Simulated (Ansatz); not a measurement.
**What 4 layers does to SrO**

Take SrO in the rock salt structure (space group Fm-3m, No. 225; a = 5.160 Å) as the base. Axes: x, y, z lie along the cube axes.

Perturbation: a free-standing slab of 4 layers (8 atoms, 2 a layer) is cut normal to the z axis, with 15 Å of vacuum and the in-plane cell held at bulk.

Method: plane-wave PAW DFT at the r2SCAN level (Ansatz, an electronic-structure program, 500 eV), spin-orbit coupling left out. Settings: 9×9×1 k-points, 0.05 eV Fermi–Dirac smearing, for the changed cell.

* **Layer's space group (with vacuum)**: P4/nmm (No. 129)
* **Shortest interatomic distance**: 2.486 Å (base 2.580 Å)
* **Band gap**: 2.90 eV (base 3.80 eV)
* **Gap character**: direct at Γ
* **Valence-band top at Γ (three highest levels, from the VBM)**: 0.00, 0.00, -0.02 eV (base 0.00, 0.00, 0.00 eV)
* **Excess energy per area of both faces (slab less bulk energy over the cell's area: twice a surface energy)**: 1.24 J/m²
* **Thickness between the outermost nuclei**: 7.68 Å
* **Change of the spacing d12 from its bulk value of 2.580 Å**: -3.1 %
* **Change of the spacing d23 from its bulk value of 2.580 Å**: +1.3 %

Final structure:

```xyz
8
Lattice="3.6486 0.0000 0.0000 0.0000 3.6486 0.0000 0.0000 0.0000 22.7399" Properties=species:S:1:pos:R:3 pbc="T T T"
O      0.9122    -0.9122     7.5953
Sr     2.7365     0.9122     7.5312
O      2.7365    -2.7365    10.0447
Sr     4.5608    -0.9122    10.0809
O      4.5608    -4.5608    12.6952
Sr     6.3851    -2.7365    12.6590
O      6.3851    -6.3851    15.1446
Sr     8.2094    -4.5608    15.2087
```

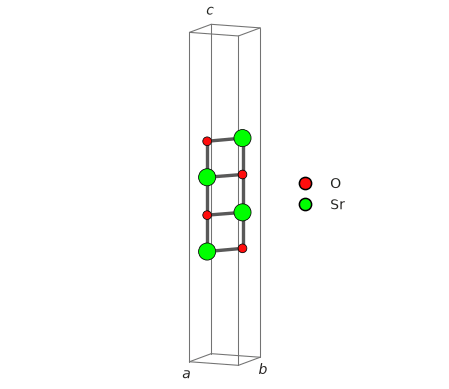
Figure. The relaxed cell after the change

Slab and bulk use different k-meshes, which limits the precision of the excess energy. No phonon test of stability was made. Labels are those of the standard path for the cell's own space group.
